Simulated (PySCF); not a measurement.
# One shape, several levels: C4H5N (pyrrole)

Aim: a comparison of 6 runs (BLYP/def2-SVP, CAM-B3LYP/def2-SVP, M06-L/def2-SVP, SVWN5/def2-SVP, TPSS/def2-SVP, wB97X/def2-SVP) of C4H5N (pyrrole). The job is set up through a Python script.

Program for the calculation: PySCF 2.14.0.

## (1) Starting point

The species is C4H5N (10 atoms), meant as a singlet with charge 0. As SMILES, `c1cc[nH]c1`. Geometry: relaxed at PBE0-D4/def2-TZVP.

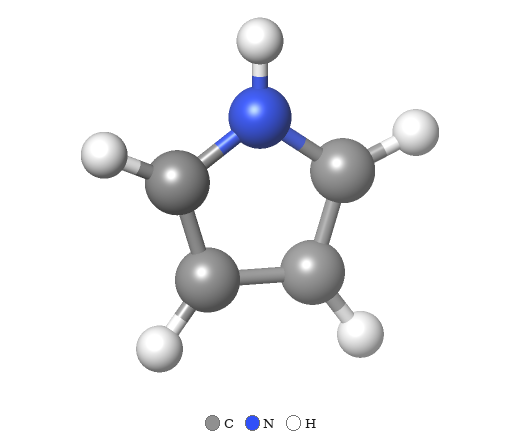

Viewed from a chosen angle; carbon grey, nitrogen blue, hydrogen white.

## (2) A single-point energy at BLYP/def2-SVP (run 1)

job.py reads:

```python
from pyscf import gto, dft

mol = gto.Mole()
mol.atom = [
    ('C', (0.384600, 0.594100, -0.956400)),
    ('C', (0.750200, -0.724400, -0.589800)),
    ('C', (0.090300, -1.022300, 0.574600)),
    ('N', (-0.655400, 0.066100, 0.918400)),
    ('C', (-0.486100, 1.056300, -0.003400)),
    ('H', (0.721300, 1.143400, -1.821400)),
    ('H', (1.421500, -1.381800, -1.119400)),
    ('H', (0.092400, -1.914300, 1.179700)),
    ('H', (-1.241900, 0.129000, 1.729700)),
    ('H', (-0.993800, 2.002600, 0.090700)),
]
mol.max_memory = 1860
mol.verbose = 4
mol.spin = 0
mol.charge = 0
mol.basis = 'def2-svp'
mol.build()

myscf = dft.RKS(mol, xc='blyp')
myscf.grids.level = 5
myscf.conv_tol = 1e-10
myscf.kernel()
if not myscf.converged:
    myscf = myscf.newton().run(myscf.mo_coeff, myscf.mo_occ)

etot = myscf.e_tot
print('E = %.10f Eh' % etot)
```

Launch:

```bash
$ OMP_NUM_THREADS=1 python job.py
```

Standard output:

```text
PySCF version 2.14.0

[... 80 lines left out ...]
converged SCF energy = -209.92498237003
E = -209.9249823700 Eh
```

Wall time 35 s (1 thread of Intel Xeon at 2.70GHz, shared host); peak memory 0.48 GiB.

## (3) The energy at CAM-B3LYP/def2-SVP (run 2)

run.py reads:

```python
from pyscf import gto, dft

molecule = gto.Mole()
molecule.atom = '''
C      0.726789     1.122686    -1.807334
C      1.417673    -1.368918    -1.114560
C      0.170642    -1.931867     1.085837
N     -1.238527     0.124911     1.735524
C     -0.918596     1.996118    -0.006425
H      1.363059     2.160713    -3.441947
H      2.686246    -2.611224    -2.115359
H      0.174611    -3.617503     2.229310
H     -2.346851     0.243775     3.268659
H     -1.878010     3.784366     0.171398
'''
molecule.unit = 'bohr'
molecule.spin = 0
molecule.verbose = 3
molecule.max_memory = 1860
molecule.basis = 'def2-svp'
molecule.build()

mf = dft.RKS(molecule)
mf.xc = 'cam-b3lyp'
mf.conv_tol = 1e-10
mf.grids.level = 5
mf.kernel()
if not mf.converged:
    mf = mf.newton().run(mf.mo_coeff, mf.mo_occ)

e_tot = mf.e_tot
print('Final energy', e_tot)
```

Launch:

```bash
$ OMP_NUM_THREADS=1 python run.py
```

Standard output:

```text
converged SCF energy = -209.903756398346
Final energy -209.90375639834588
```

It took 41 s on 1 thread of Intel Xeon at 2.70GHz, shared host; peak memory 0.48 GiB.

## (4) A single-point energy at M06-L/def2-SVP (run 3)

job.py reads:

```python
from pyscf import gto, dft

mol = gto.M(
    atom='''
C    0.384600   0.594100  -0.956400
C    0.750200  -0.724400  -0.589800
C    0.090300  -1.022300   0.574600
N   -0.655400   0.066100   0.918400
C   -0.486100   1.056300  -0.003400
H    0.721300   1.143400  -1.821400
H    1.421500  -1.381800  -1.119400
H    0.092400  -1.914300   1.179700
H   -1.241900   0.129000   1.729700
H   -0.993800   2.002600   0.090700
''',
    verbose=4,
    max_memory=1860,
    basis='def2-svp',
)

mf = dft.RKS(mol, xc='m06-l')
mf.conv_tol = 1e-10
mf.grids.level = 5
mf.kernel()
if not mf.converged:
    mf = mf.newton().run(mf.mo_coeff, mf.mo_occ)

etot = mf.e_tot
print('E = %.10f Eh' % etot)
```

Launch:

```bash
$ OMP_NUM_THREADS=1 python job.py
```

Standard output:

```text
PySCF version 2.14.0

[... 78 lines left out ...]
converged SCF energy = -209.990327391415
E = -209.9903273914 Eh
```

Run time: 47 s. Hardware: 1 thread of Intel Xeon at 2.70GHz, shared host; peak memory 0.53 GiB.

Runs 4 to 5 aren't shown in full; the table further down has their settings and results.

## (5) A single-point energy at wB97X/def2-SVP (run 6)

job.py reads:

```python
# c1cc[nH]c1
from pyscf import gto, dft

mol = gto.M(
    atom='''
C      0.384600     0.594100    -0.956400
C      0.750200    -0.724400    -0.589800
C      0.090300    -1.022300     0.574600
N     -0.655400     0.066100     0.918400
C     -0.486100     1.056300    -0.003400
H      0.721300     1.143400    -1.821400
H      1.421500    -1.381800    -1.119400
H      0.092400    -1.914300     1.179700
H     -1.241900     0.129000     1.729700
H     -0.993800     2.002600     0.090700
''',
    basis='def2-svp',
    spin=0,
    charge=0,
    max_memory=1860,
    verbose=3,
)

ks = dft.RKS(mol)
ks.xc = 'wb97x'
ks.conv_tol = 1e-10
ks.grids.level = 5
ks.kernel()
if not ks.converged:
    ks = ks.newton().run(ks.mo_coeff, ks.mo_occ)

e_tot = ks.e_tot
print('E(%s) = %.9f' % ('WB97X', e_tot))
```

Launch:

```bash
$ OMP_NUM_THREADS=1 python job.py
```

Standard output:

```text
converged SCF energy = -209.964059717937
E(WB97X) = -209.964059718
```

Run time: 35 s. Hardware: 1 thread of Intel Xeon at 2.70GHz, shared host; peak memory 0.48 GiB.

## (6) The series

```csv
run,level,energy (Eh),dipole moment (D),HOMO energy (eV),LUMO energy (eV),wall time
1,BLYP/def2-SVP,-209.924982,2.02,-4.74,0.54,35 s
2,CAM-B3LYP/def2-SVP,-209.903756,2.04,-7.26,2.56,41 s
3,M06-L/def2-SVP,-209.990327,2.00,-5.17,0.47,47 s
4,SVWN5/def2-SVP,-208.153328,2.06,-5.13,0.18,15 s
5,TPSS/def2-SVP,-210.061395,2.02,-4.95,0.54,71 s
6,wB97X/def2-SVP,-209.964060,2.06,-8.30,3.56,35 s
```

## (7) Summary of results

| quantity | value |
| --- | --- |
| run 6: total energy | -209.96406 Eh |
| run 6: dipole moment | 2.06 D |
| run 6: HOMO energy | -8.30 eV |
| run 6: LUMO energy | 3.56 eV |
| run 6: HOMO–LUMO gap | 11.86 eV |

In words: The dipole moment (its size) runs from 2.00 D (M06-L/def2-SVP) to 2.06 D (SVWN5/def2-SVP). The HOMO–LUMO gap runs from 5.28 eV (BLYP/def2-SVP) to 11.86 eV (wB97X/def2-SVP). Totals of different functionals can't be ranked against each other. All runs together took 4.1 min, the longest 71 s.
